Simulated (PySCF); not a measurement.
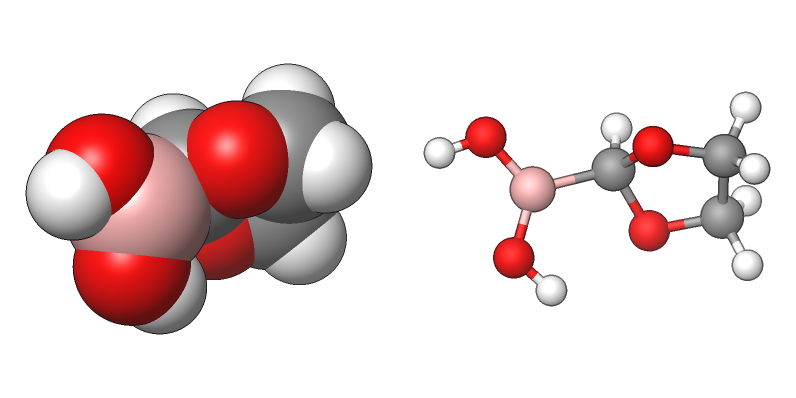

Both panels show the same species. Colours: oxygen red, boron pink, carbon grey, hydrogen white.

The computed structure is the end point of a GFN2-xTB optimisation. No frequency run is at hand to confirm it as a minimum.

**Give the formula.**

C₃H₇BO₄, 15 atoms: 3 carbon, 7 hydrogen, 1 boron and 4 oxygen.

**Describe its rings.**

Independent rings (smallest set): 1 of 5 members.

**Give the symmetry (Schoenflies symbol).**

C1.

**What is its SMILES?**

OB(O)C1OCCO1

**Count the bonded pairs by element.**

5 C–H, 4 C–O, 2 B–O, 2 O–H, 1 C–B, 1 C–C.

More results for the same structure follow; atom numbers are the same in all pictures, views and colours differ.

Shape

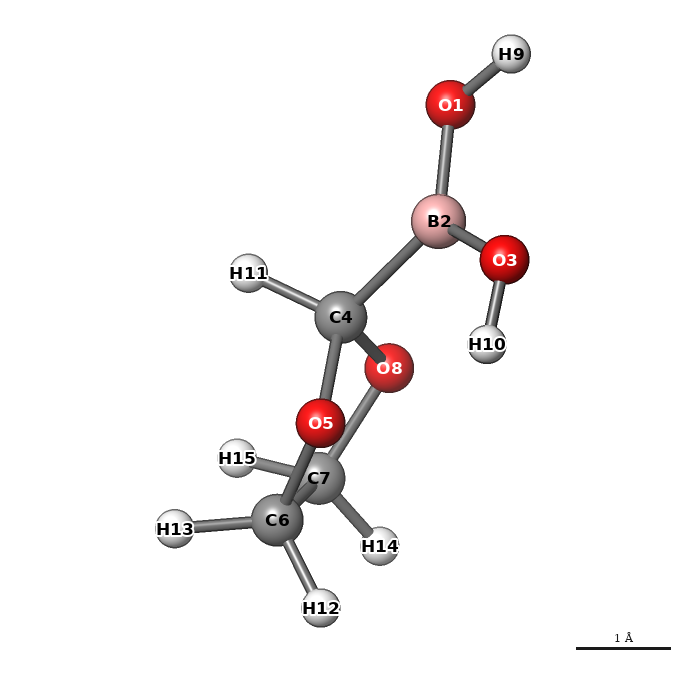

The atoms are numbered. No frequency run is at hand to confirm it as a minimum.

Give the bond lengths.

```csv
bond,length (Å),order
O1–B2,1.338,single
O1–H9,0.959,single
B2–O3,1.348,single
B2–C4,1.624,single
O3–H10,0.959,single
C4–O5,1.422,single
C4–O8,1.409,single
C4–H11,1.111,single
O5–C6,1.414,single
C6–C7,1.548,single
C6–H12,1.092,single
C6–H13,1.097,single
C7–O8,1.411,single
C7–H14,1.090,single
C7–H15,1.098,single
```

Electronic properties

No frequency run is at hand to confirm it as a minimum. Properties computed with PBE0/def2-SVPD, gas phase (PySCF 2.14.0). Excitations: vertical, linear response.

What does the calculation give?

- dipole moment: 1.64 D
- HOMO energy (Kohn–Sham orbital): −7.60 eV
- LUMO energy (Kohn–Sham orbital): 0.19 eV
- HOMO–LUMO gap: 7.79 eV
- mean static polarisability: 63.3 bohr³
- lowest vertical singlet excitation: 6.70 eV
- its oscillator strength: 0.006
- brightest of the 6 lowest singlets: 7.67 eV
- its oscillator strength: 0.07

Ring current

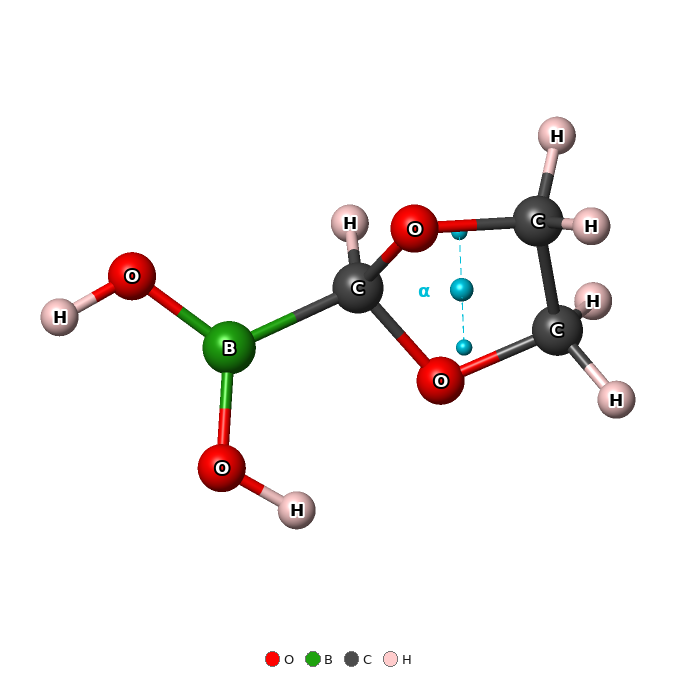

The small points mark where nucleus-independent chemical shifts (NICS) were computed: at the centre of each lettered ring and 1 Å above and below it. No frequency run is at hand to confirm it as a minimum. Properties computed with GIAO PBE0/pcSseg-1 NMR shielding, non-relativistic, gas phase (PySCF 2.14.0).

Give NICS(0), NICS(1) and the out-of-plane component NICS(1)zz for each ring (means of the two sides).

| ring | members | NICS(0) | NICS(1) | NICS(1)zz |
| --- | --- | --- | --- | --- |
| α | C3O2 | −11.1 | −4.1 | −9.2 |

Values in ppm.

NMR shielding

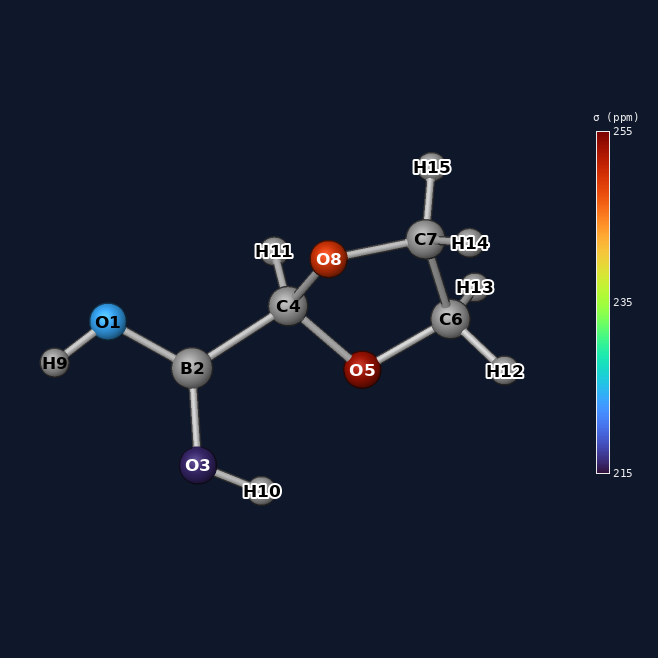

Atoms are coloured by their isotropic NMR shieldings (O only, the others grey). No frequency run is at hand to confirm it as a minimum. Properties computed with GIAO PBE0/pcSseg-1 NMR shielding, non-relativistic, gas phase (PySCF 2.14.0).

**Which O atom is the most shielded (lowest chemical shift)?**

O5 (253.1 ppm).

**Which O atom is the least shielded (highest chemical shift)?**

O3 (216.2 ppm).

**How wide is the range of O shifts?**

36.9 ppm.

Give the isotropic NMR shieldings of the O atoms atom by atom.

```csv
atom,σ (ppm)
O1,223.8
O3,216.2
O5,253.1
O8,249.6
```

The geometry is semi-empirical. Around B such bond lengths and angles can be off by a tenth of an ångström or more and by several degrees, and values that hang on the shape move with them.
